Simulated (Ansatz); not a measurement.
# Grüneisen parameters and expansion of ZrC (Fm-3m), part 2 of 4

Aim: how the vibrations of ZrC shift with volume, and the expansion that follows.

Ansatz 0.2.0; DFT PBEsol, scalar-relativistic, plane waves, PAW.

So far. Step 2 (A first coarse run): The start is under -8.4 GPa at this level and looks like a metal on this mesh. Step 5 (Tight relaxation): The residual pressure is -1.8e-4 GPa, small enough for phonons.

The database entry behind the starting cell differs from later determinations by our own check (an axis about 0.7 % long against later determinations), so it need not match the best structure at ambient conditions.

### 6. Phonons, V/V0 1

Phonons at this volume give one point of F(V, T); meshes stay fixed along the series.

input.yaml reads:

```yaml
crystal:
  lattice:
    - [0.0, 2.3344244916, 2.3344244916]
    - [2.3344244916, 0.0, 2.3344244916]
    - [2.3344244916, 2.3344244916, 0.0]
  atoms:
    - { symbol: Zr, position: [0.5, 0.5, 0.5] }
    - { symbol: C, position: [0.0, 0.0, 0.0] }
kpoints:
  mp_grid: { grid: [16, 16, 16] }
hamiltonian:
  xc: pbesol
scf:
  occupations: { method: methfessel_paxton, width: 0.2 }
output:
  eigenvalues: true
phonons:
  method: dfpt
  qmesh: [4, 4, 4]
  temperatures: { t_max: 1000, t_step: 50 }
  qpath:
    path:
      - [[0.0, 0.0, 0.0], [0.5, 0.0, 0.5], [0.625, 0.25, 0.625]]
      - [[0.375, 0.375, 0.75], [0.0, 0.0, 0.0], [0.5, 0.5, 0.5], [0.5, 0.25, 0.75], [0.5, 0.0, 0.5]]
    npoints: 10
```

Run with:

```
> ansatz run input.yaml --threads 4 --pin off --max-ram 8192MiB --backend cpu --events-out ev --progress --plain --runs-dir out
```

Numbers of over 12 decimals in the logs are rounded to 6 here.

The log of the run:

```text
[...]
Crystal: 2 atoms, lattice volume = 25.443 Å³
Basis set: ecut = 420 eV, 531 PW (Γ), exchange–correlation on 48×48×48 points (8 copies of the dense FFT grid, shifted against one another)
Bands: 12, of which v1, the nominal top of the filled ones, is band 8 counted from 1 (7 counted from 0)
Symmetry: 48 space group operations
k-points: 145 of 4096
[...]
SCF iter   1: F=—  HF=-4377.179243 eV  |F-HF|=—  |Δ(HF+E_count)|=         —  Δρ=9.01e-3  dr2=2.63e-2  ethr=1.77e-3  ⟨swp⟩=5.0  Hψ=8687  notcnv=0
[...]
SCF iter   7: F=-4377.172787 eV  HF=-4377.172787 eV  |F-HF|=1.82e-12  |Δ(HF+E_count)|=  9.09e-12  S|Δr|=    0.00e0  Δρ=5.08e-8  dr2=3.66e-13  ethr=1.00e-12  ⟨swp⟩=6.0  Hψ=7307  notcnv=0
SCF 1 converged in 7 iterations: F = -4377.172787 eV  dr2 = 3.66e-13
[...]
SCF iter   4: F=-4377.172787 eV  HF=-4377.172787 eV  |F-HF|=7.28e-12  |Δ(HF+E_count)|=  1.18e-11  S|Δr|=    0.00e0  Δρ=1.45e-7  dr2=6.06e-12  ethr=1.00e-12  ⟨swp⟩=1.1  Hψ=4071  notcnv=0
SCF 2 converged in 4 iterations: F = -4377.172787 eV  dr2 = 6.06e-12
phonons: the bands overlap, so this run is a metal and interpolates without the dipole-dipole term. If the crystal is really an insulator or semiconductor, its LO-TO splitting is missing
NSCF: frozen V_eff on 145 k-points
[...]
DFPT response loops at q = (0, 0, 0) (fractional): preconditioner auto → Kerker (q_TF=auto, 2.525 Å⁻¹) (partly filled bands, converged f_vac=0.000); β = 1.00, the filter's whole step (`scf.mixing.beta` (0.50) is not read by the response loops under this deck's `scf.mixing.preconditioner`; to damp them name `kerker` or `kerker_dos`, under which they read `scf.mixing.beta`, and type it under 1.00, their step now; both keys bind the ground state too); Broyden in place of MSR1
[...]
SCF converged after 7 iterations
[...]
Free energy (F): -4377.172787 eV
[...]
Internal energy: -4377.172565 eV  (E = F + TS)
E sigma→0 (E₀):  -4377.172731 eV
Entropy (-TS):   -0.000222 eV (-0.111 meV/atom)
Fermi energy:    15.075469 eV
[...]
--- Band table (eV; the first three rows and the last of 145) ---
  k-point 0: bands = [... 4 lower, 3.7276, 16.0399, 16.0399, 16.0399, 16.1482, 16.1482, 16.1482, 17.9475]
  k-point 1: bands = [... 4 lower, 3.8212, 15.2624, 15.4739, 15.4739, 16.3754, 16.3754, 16.7200, 18.4764]
  k-point 2: bands = [... 4 lower, 4.0920, 14.2983, 14.6773, 14.6773, 16.6698, 16.6698, 17.1549, 19.5395]
  k-point 144: bands = [... 4 lower, 5.6349, 12.3879, 12.7176, 12.7176, 18.4187, 18.4187, 20.9157, 22.3092]
--- Phonons (Γ-DFPT): 2 representative perturbations + reference (Σ response iterations 6) ---
  ASR residual: 3.548e-5 → 0.000e0 eV/Å²; symmetrization residual: 2.227e-9 eV/Å²
  ASR residual per site (eV/Å²): 2.46e-5 3.55e-5
  Γ frequencies (cm⁻¹): 0.00 0.00 0.00 443.50 443.50 443.50
--- Phonons (arbitrary-q DFPT): 8 irreducible q on the 4×4×4 mesh ---
  q = [0.0000, 0.0000, 0.0000] (star 1, of the zone-centre solve; hermiticity 5.80e-10, symmetrization 2.41e-14): -0.00 -0.00 0.00 443.50 443.50 443.50
  q = [0.0000, 0.0000, 0.2500] (star 8, 2 solved perturbations on 2176 of 4096 k-point pairs; hermiticity 4.65e-8, symmetrization 3.09e-14): 140.35 140.35 226.13 480.67 480.67 596.44
[...]
q = [0.0000, 0.2500, 0.2500] (star 6, 4 solved perturbations in 3616 linear systems a pass and spin channel, the states on 1160 of 4096 k-point pairs; hermiticity 5.73e-8, symmetrization 2.96e-14): 151.39 151.39 221.11 445.19 445.19 597.62
[...]
sum rule: each row above includes the acoustic sum rule's correction from the zone centre's row sums; it moved no ω² by more than (0.90 cm⁻¹)²
  mesh force constants: q→R imaginary residual 5.09e-19; ASR residual 3.548e-5 → 0.000e0 eV/Å²; symmetrization residual 2.487e-14 eV/Å²
  interpolated dispersion: 62 rows × 6 modes
  density of states and harmonic sums: on the 24×24×24 q-mesh, interpolated from the force constants of a 4×4×4 supercell (no non-analytic term)
  largest difference from the sums on the solved wave vectors: F 9.68e-3 eV, S 1.37e-5 and C_V 4.02e-6 eV/K
  zero-point energy: 0.140738 eV/cell   skipped modes (ω ≤ 0): 3   left out of the sums: 3.62e-5 of the cell's modes: C_V's classical limit lies that fraction below 3 k_B per atom; for a crystal, a wire or a layer, F and S can be off by more, and a phonons.interpolated_qmesh denser along its periods is the remedy for the sampling
```

Run time: 4 min. Hardware: 4 threads of Arm Neoverse V1, shared host; peak memory 3.2 GiB; 15 min of CPU time.

This step gave:

- Γ frequencies: 0, 0, 0, 443.5, 443.5, 443.5 cm⁻¹ (negative: imaginary)
- lowest frequency on the path: 0 cm⁻¹
- zero-point energy: 0.1407 eV/cell
- point group: m-3m
- highest frequency: 665.7 cm⁻¹
- Debye temperature from the second moment: 769 K

No LO-TO term. Phonon branches along the path, in cm⁻¹:

```
    point  branch 1  branch 2  branch 3  branch 4  branch 5  branch 6
        Γ         0         0         0       444       444       444
        X       214       214       269       471       471       544
        U       212       256       267       504       535       586
jump to K       212       256       267       504       535       586
        Γ         0         0         0       444       444       444
        L       190       190       330       528       528       666
        W       246       246       252       519       519       595
        X       214       214       269       471       471       544
```

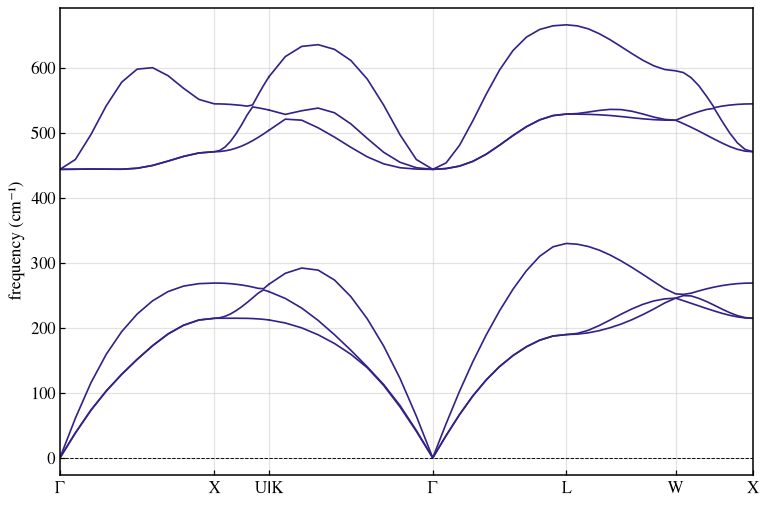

Phonon branches along the path.

The phonon density of states has structure finer than the step of the table below, so its rows give means over 25 cm⁻¹, whole bins alone (the curve runs from 5 to 665 cm⁻¹). Peaks (cm⁻¹: height): 205.0: 0.0304, 265.0: 0.0212, 535.0: 0.0437, 605.0: 0.0139.

Tetrahedra on 24 24 24, mean over bins of 10 cm⁻¹. Table of phonon density of states by wavenumber; means over each step:

```
wavenumber (cm⁻¹)  phonon density of states (1/cm⁻¹/cell)
               25                                  7.2e-5
               50                                  3.3e-4
               75                                  8.7e-4
              100                                 0.00189
              125                                 0.00382
              150                                 0.00734
              175                                  0.0151
              200                                  0.0282
              225                                  0.0222
              250                                  0.0127
              275                                  0.0158
              300                                 0.00934
              325                                 0.00224
              350                                       0
              375                                       0
              400                                       0
              425                                  2.9e-4
              450                                 0.00736
              475                                  0.0148
              500                                  0.0200
              525                                  0.0300
              550                                  0.0122
              575                                 0.00574
              600                                  0.0116
              625                                  0.0119
              650                                 0.00568
```

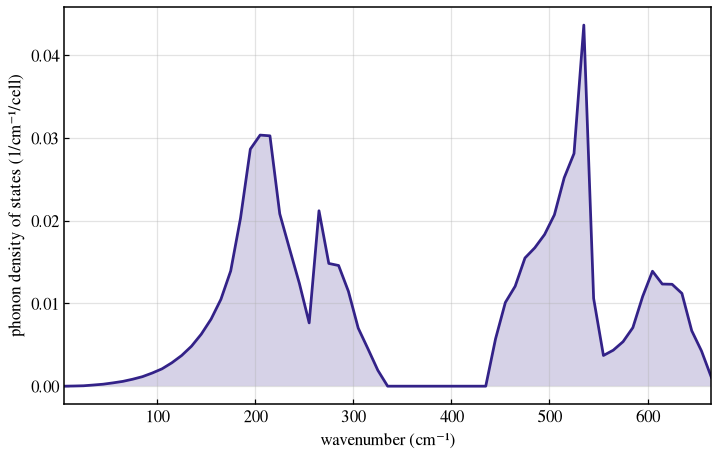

Phonon density of states, plotted against wavenumber.

Harmonic. Thermo, by row:

```
T (K)  F_vib (meV/atom)  S (J/mol-atom/K)  C_V (J/mol-atom/K)
    0             70.37                 0                   0
   50             70.33             0.382               1.359
  100             69.57             2.819               6.308
  150             67.24             6.242               10.73
  200             63.08             9.835               14.25
  250             57.07             13.31               16.85
  300             49.32             16.56               18.71
  350             39.96             19.55               20.05
  400             29.11             22.29               21.02
  450             16.89             24.81               21.74
  500              3.43             27.13               22.29
  550             -11.2             29.28               22.71
  600            -26.89             31.27               23.04
  650            -43.58             33.12                23.3
  700             -61.2             34.86               23.52
  750            -79.69             36.48               23.69
  800            -98.99             38.02               23.84
  850            -119.1             39.47               23.96
  900            -139.9             40.84               24.06
  950            -161.4             42.14               24.15
 1000            -183.6             43.38               24.22
```

The modes has structure finer than the step of the table below, so its rows give means over 50 cm⁻¹, whole bins alone (the curve runs from -10 to 695 cm⁻¹). Peaks (cm⁻¹: height): C 535.6: 0.0366, 602.2: 0.0135; Zr 211.8: 0.0307, 269.5: 0.0186.

Phonopy on the run's constants, 21x21x21 mesh, Gaussian sigma 5.0 cm⁻¹. The modes by wavenumber; means over each step; values in 1/cm⁻¹/cell:

```
wavenumber (cm⁻¹)        C       Zr
               50   3.7e-5   3.2e-4
              100   1.5e-4  0.00188
              150   2.9e-4  0.00745
              200   2.5e-4   0.0250
              250   1.2e-4   0.0151
              300   4.5e-5  0.00918
              350   2.1e-7   2.3e-4
              400   6.0e-8        0
              450  0.00694   3.3e-4
              500   0.0202   2.6e-4
              550   0.0156   1.3e-4
              600   0.0104   1.3e-4
              650  0.00590   4.3e-5
```

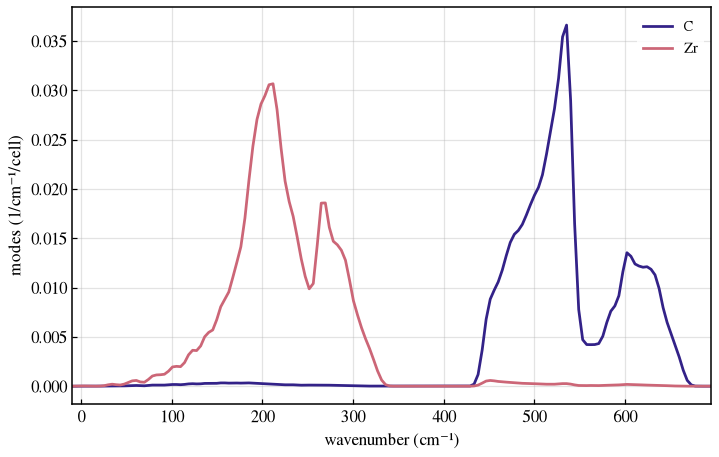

Modes against wavenumber.

No LO-TO term. The modes at Γ (shares of kinetic energy by element, %):

```
mode  frequency (cm⁻¹)  symmetry  Zr %  C %
   1               0.0       T1u    88   12
   2               0.0       T1u    88   12
   3               0.0       T1u    88   12
   4             443.5       T1u    12   88
   5             443.5       T1u    12   88
   6             443.5       T1u    12   88
```

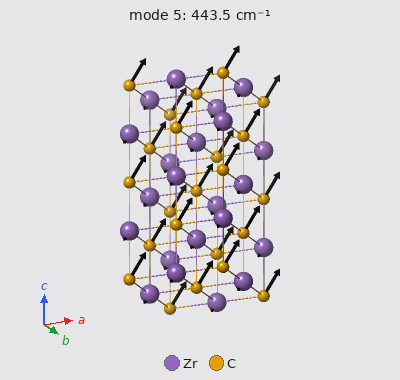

Displacement patterns of mode 5 at Γ; arrows are exaggerated. 1×1×2 conventional cells are drawn. Some periodic images of atoms are drawn too.

No mode is imaginary beyond numerical noise at the solved wavevectors.

### 7. A cell at another volume, V/V0 1.015

Symmetry fixes every atom, so a single point at the scaled cell gives the energy and pressure of this member.

The cell differs from the one that the last finished run ended in (a 3.301 → 3.318 Å, b 3.301 → 3.318 Å, c 3.301 → 3.318 Å).

input.yaml, the sections that differ from step 6:

```yaml
crystal:
  lattice:
    - [0.0, 2.346038735, 2.346038735]
    - [2.346038735, 0.0, 2.346038735]
    - [2.346038735, 2.346038735, 0.0]
  atoms:
    - { symbol: Zr, position: [0.5, 0.5, 0.5] }
    - { symbol: C, position: [0.0, 0.0, 0.0] }
output:
  forces: true
  stress: true
  eigenvalues: true
# kpoints, hamiltonian, scf: as in step 6
# phonons: removed
```

The log of the run:

```text
[...]
Crystal: 2 atoms, lattice volume = 25.825 Å³
Basis set: ecut = 420 eV, 531 PW (Γ), exchange–correlation on 48×48×48 points (8 copies of the dense FFT grid, shifted against one another)
Bands: 12, of which v1, the nominal top of the filled ones, is band 8 counted from 1 (7 counted from 0)
Symmetry: 48 space group operations
[...]
k-points: 145 of 4096
[...]
SCF iter   1: F=—  HF=-4377.174879 eV  |F-HF|=—  |Δ(HF+E_count)|=         —  Δρ=8.76e-3  dr2=2.52e-2  ethr=1.77e-3  ⟨swp⟩=5.0  Hψ=8665  notcnv=0
[...]
SCF iter   5: F=-4377.168688 eV  HF=-4377.168688 eV  |F-HF|=5.32e-8  |Δ(HF+E_count)|=   4.72e-7  S|Δr|=    0.00e0  Δρ=2.14e-5  dr2=7.29e-8  ethr=6.25e-10  ⟨swp⟩=3.2  Hψ=7519  notcnv=0
SCF 1 converged in 5 iterations: F = -4377.168688 eV  dr2 = 7.29e-8
[...]
SCF converged after 5 iterations
[...]
Free energy (F): -4377.168688 eV
[...]
Internal energy: -4377.168400 eV  (E = F + TS)
E sigma→0 (E₀):  -4377.168616 eV
Entropy (-TS):   -0.000289 eV (-0.144 meV/atom)
Fermi energy:    14.821554 eV
[...]
--- Stress (GPa, compression-positive) ---
       -3.410018       0.000000       0.000000
       -0.000000      -3.410018       0.000000
        0.000000      -0.000000      -3.410018
  P = ⅓ Tr σ = -3.4100 GPa (-34.100 kbar)
--- Band table (eV; the first three rows and the last of 145) ---
  k-point 0: bands = [... 4 lower, 3.5264, 15.7835, 15.7835, 15.7835, 15.8907, 15.8907, 15.8907, 17.6514]
  k-point 1: bands = [... 4 lower, 3.6176, 15.0141, 15.2243, 15.2243, 16.1143, 16.1143, 16.4541, 18.1735]
  k-point 2: bands = [... 4 lower, 3.8819, 14.0579, 14.4382, 14.4382, 16.4032, 16.4032, 16.8811, 19.2206]
  k-point 144: bands = [... 4 lower, 5.4205, 12.1700, 12.4702, 12.4702, 18.1226, 18.1226, 20.5533, 21.9196]
```

Elapsed: 0.79 s, on 4 threads; peak memory 0.34 GiB; 2.5 s of CPU time.

Numbers from this step:

```yaml
pressure: -3.410 GPa
volume_per_atom: 12.91 Å³
```

The run ends at a pressure of -3.41 GPa.

### 8. Phonons, V/V0 1.015

The same q-mesh and k-mesh are kept at every volume, so that much of their error can cancel in the differences.

input.yaml, the sections that differ from step 7:

```yaml
output:
  eigenvalues: true
phonons:
  method: dfpt
  qmesh: [4, 4, 4]
  temperatures: { t_max: 1000, t_step: 50 }
  qpath:
    path:
      - [[0.0, 0.0, 0.0], [0.5, 0.0, 0.5], [0.625, 0.25, 0.625]]
      - [[0.375, 0.375, 0.75], [0.0, 0.0, 0.0], [0.5, 0.5, 0.5], [0.5, 0.25, 0.75], [0.5, 0.0, 0.5]]
    npoints: 10
# crystal, kpoints, hamiltonian, scf: as in step 7
```

The log of the run:

```text
[...]
Crystal: 2 atoms, lattice volume = 25.825 Å³
Basis set: ecut = 420 eV, 531 PW (Γ), exchange–correlation on 48×48×48 points (8 copies of the dense FFT grid, shifted against one another)
Bands: 12, of which v1, the nominal top of the filled ones, is band 8 counted from 1 (7 counted from 0)
Symmetry: 48 space group operations
k-points: 145 of 4096
[...]
k-point 144: bands = [... 4 lower, 5.4205, 12.1700, 12.4703, 12.4703, 18.1227, 18.1227, 20.5535, 21.9197]
[...]
ASR residual: 5.097e-5 → 0.000e0 eV/Å²; symmetrization residual: 1.962e-7 eV/Å²
  ASR residual per site (eV/Å²): 2.41e-5 5.10e-5
  Γ frequencies (cm⁻¹): 0.00 0.00 0.00 429.74 429.74 429.74
--- Phonons (arbitrary-q DFPT): 8 irreducible q on the 4×4×4 mesh ---
[...]
interpolated dispersion: 62 rows × 6 modes
[...]
[key lines of the parts left out:]
SCF converged after 7 iterations
Free energy (F): -4377.168688 eV
Fermi energy:    14.821611 eV
```

Elapsed: 4 min, on 4 threads; peak memory 3.2 GiB; 15 min of CPU time.

No LO-TO term. The phonon branches at the labelled points (cm⁻¹):

```
    point  branch 1  branch 2  branch 3  branch 4  branch 5  branch 6
        Γ         0         0         0       430       430       430
        X       209       209       261       458       458       534
        U       206       249       261       492       524       574
jump to K       206       249       261       492       524       574
        Γ         0         0         0       430       430       430
        L       184       184       323       517       517       655
        W       239       239       246       508       508       584
        X       209       209       261       458       458       534
```

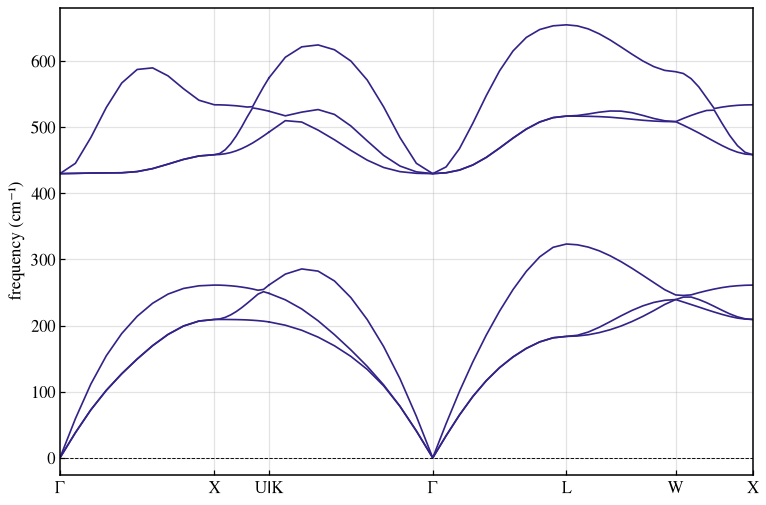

Phonon branches along the path.

No mode is imaginary beyond numerical noise at the solved wavevectors. The highest zone-centre mode (no LO–TO term) moved by -3.1 % for a volume change of +1.5 %.

### 9. Single point at a scaled cell, V/V0 0.985

Symmetry fixes every atom, so a single point at the scaled cell gives the energy and pressure of this member.

The cell differs from the one that the last finished run ended in (a 3.318 → 3.285 Å, b 3.318 → 3.285 Å, c 3.318 → 3.285 Å).

input.yaml, the sections that differ from step 8:

```yaml
crystal:
  lattice:
    - [0.0, 2.3226935173, 2.3226935173]
    - [2.3226935173, 0.0, 2.3226935173]
    - [2.3226935173, 2.3226935173, 0.0]
  atoms:
    - { symbol: Zr, position: [0.5, 0.5, 0.5] }
    - { symbol: C, position: [0.0, 0.0, 0.0] }
output:
  forces: true
  stress: true
  eigenvalues: true
# kpoints, hamiltonian, scf: as in step 8
# phonons: removed
```

The log of the run:

```text
[...]
Crystal: 2 atoms, lattice volume = 25.061 Å³
Basis set: ecut = 420 eV, 531 PW (Γ), exchange–correlation on 48×48×48 points (8 copies of the dense FFT grid, shifted against one another)
Bands: 12, of which v1, the nominal top of the filled ones, is band 8 counted from 1 (7 counted from 0)
Symmetry: 48 space group operations
[...]
k-points: 145 of 4096
[...]
--- Band table (eV; the first three rows and the last of 145) ---
  k-point 0: bands = [... 4 lower, 3.9359, 16.3034, 16.3034, 16.3034, 16.4121, 16.4121, 16.4121, 18.2510]
  k-point 1: bands = [... 4 lower, 4.0320, 15.5176, 15.7302, 15.7302, 16.6431, 16.6431, 16.9930, 18.7870]
  k-point 2: bands = [... 4 lower, 4.3097, 14.5451, 14.9228, 14.9228, 16.9430, 16.9430, 17.4355, 19.8668]
  k-point 144: bands = [... 4 lower, 5.8557, 12.6115, 12.9726, 12.9726, 18.7219, 18.7219, 21.2877, 22.7093]
[key lines of the parts left out:]
SCF converged after 5 iterations
Free energy (F): -4377.168457 eV
Fermi energy:    15.336802 eV
P = ⅓ Tr σ = 3.6775 GPa (36.775 kbar)
```

Wall time 0.86 s (4 threads); peak memory 0.34 GiB; 2.7 s of CPU time.

The run ends at a pressure of 3.68 GPa.

### 10. Lattice dynamics at this volume, V/V0 0.985

Phonons at this volume give one point of F(V, T); meshes stay fixed along the series.

input.yaml, the sections that differ from step 9:

```yaml
output:
  eigenvalues: true
phonons:
  method: dfpt
  qmesh: [4, 4, 4]
  temperatures: { t_max: 1000, t_step: 50 }
  qpath:
    path:
      - [[0.0, 0.0, 0.0], [0.5, 0.0, 0.5], [0.625, 0.25, 0.625]]
      - [[0.375, 0.375, 0.75], [0.0, 0.0, 0.0], [0.5, 0.5, 0.5], [0.5, 0.25, 0.75], [0.5, 0.0, 0.5]]
    npoints: 10
# crystal, kpoints, hamiltonian, scf: as in step 9
```

The log of the run:

```text
[...]
Crystal: 2 atoms, lattice volume = 25.061 Å³
Basis set: ecut = 420 eV, 531 PW (Γ), exchange–correlation on 48×48×48 points (8 copies of the dense FFT grid, shifted against one another)
Bands: 12, of which v1, the nominal top of the filled ones, is band 8 counted from 1 (7 counted from 0)
Symmetry: 48 space group operations
k-points: 145 of 4096
[...]
k-point 144: bands = [... 4 lower, 5.8557, 12.6115, 12.9727, 12.9727, 18.7220, 18.7220, 21.2879, 22.7095]
[...]
ASR residual: 3.276e-5 → 0.000e0 eV/Å²; symmetrization residual: 1.089e-7 eV/Å²
  ASR residual per site (eV/Å²): 3.28e-5 3.25e-5
  Γ frequencies (cm⁻¹): 0.00 0.00 0.00 457.45 457.45 457.45
--- Phonons (arbitrary-q DFPT): 8 irreducible q on the 4×4×4 mesh ---
[...]
interpolated dispersion: 62 rows × 6 modes
[...]
[key lines of the parts left out:]
SCF converged after 7 iterations
Free energy (F): -4377.168457 eV
Fermi energy:    15.336850 eV
```

Wall time 4 min (4 threads); peak memory 3.1 GiB.

No mode is imaginary beyond numerical noise at the solved wavevectors. The highest zone-centre mode (no LO–TO term) moved by +3.1 % for a volume change of -1.5 %.

[end of part 2 of 4]

[Logs are printed without paths, hosts, clocks, repeated set-up lines and the standing remarks that a program may print on its own settings, such as how far it seeks lower states.]

[Hosts, paths, dates, database ids (printed as entryN), source tags and the programs' standing remarks are cut or masked in the printed files.]

[A step with changed settings may run another functional than the one named; its input shows which.]

[Of the runs on displaced cells, only some may be shown.]
